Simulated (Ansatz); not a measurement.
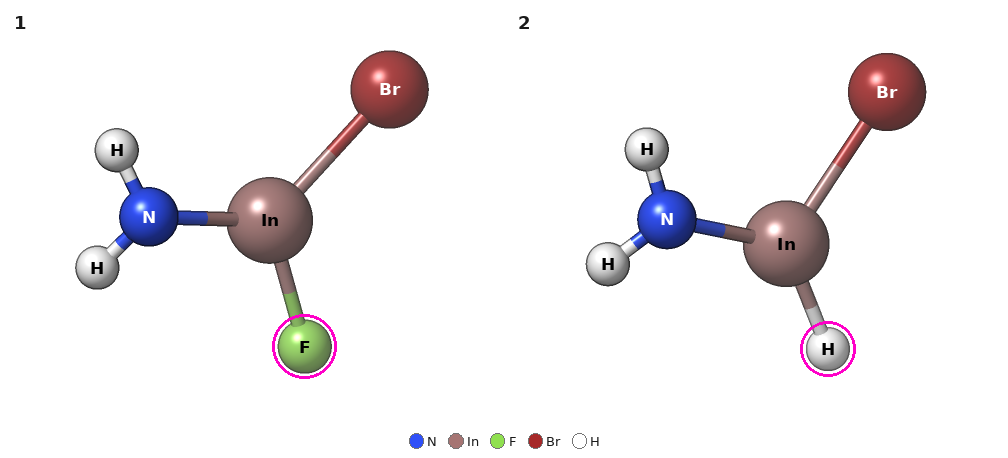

2 molecules with one skeleton, seen from the same side and at one scale; the atom that differs is circled. Each species is neutral and a spin singlet. Computed geometries: PBE0-D4/def2-TZVP optimisations, one conformation each. Properties computed with Ansatz 0.2.0. Elements past Kr carry core potentials.

One atom differs, called X below: F in panel 1, H in panel 2. Their formulas are BrFH2InN (`[NH2][In]([F])[Br]`), BrH3InN (`[NH2][InH][Br]`).

> In which is the HOMO energy (Kohn–Sham orbital) higher (PBE0-D4/def2-SVP)?

In panel 2 (X = H).

> In which is the harmonic zero-point energy higher (PBE0-D4/def2-TZVP)?

In panel 2 (X = H).

Give the values. With PBE0-D4/def2-TZVP: length of X–In (Å), angle N–In–X (°), dipole moment (D), harmonic zero-point energy (kJ/mol), harmonic X–In stretching wavenumber (cm⁻¹). With PBE0-D4/def2-SVP: HOMO energy (Kohn–Sham orbital) (eV), HOMO–LUMO gap (eV).

| quantity | 1 (F) | 2 (H) | 2 − 1 |
| --- | --- | --- | --- |
| length of X–In (Å) | 1.942 | 1.695 | −0.247 |
| angle N–In–X (°) | 116.9 | 130.2 | +13.3 |
| dipole moment (D) | 3.21 | 3.00 | −0.21 |
| harmonic zero-point energy (kJ/mol) | 72.6 | 83.3 | +10.7 |
| HOMO energy (Kohn–Sham orbital) (eV) | −7.91 | −7.26 | +0.65 |
| HOMO–LUMO gap (eV) | 5.92 | 6.15 | +0.23 |
| harmonic X–In stretching wavenumber (cm⁻¹) | 595 | 1900 | +1305 |
